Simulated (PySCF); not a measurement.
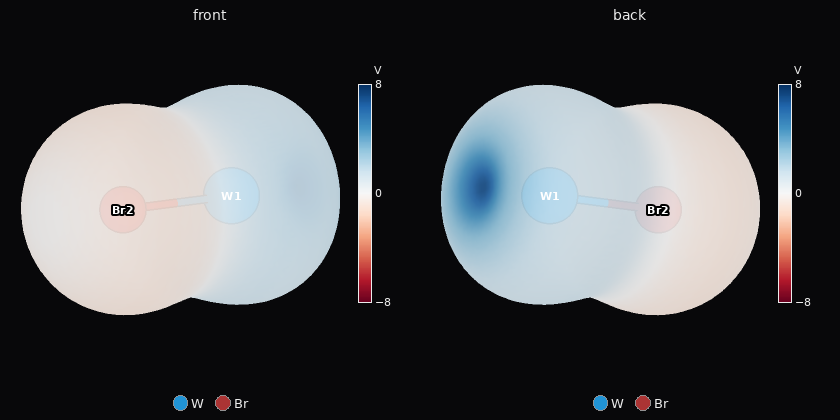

Figure. WBr (sextet). The electrostatic potential painted on the density surface at 0.004 e/bohr³, seen from the front and from behind; the colour scale runs from red (negative) to blue (positive).

Core potentials replace the inner electrons of W.

Theory: PySCF, PBE0/def2-TZVPP, non-relativistic Hamiltonian with scalar-relativistic core potentials where named, at a bond length of 2.432 Å.

> Describe the electrostatic potential map.

The most negative region (about −0.7 V) lies over Br2, the most positive (about +6.4 V) over W1.
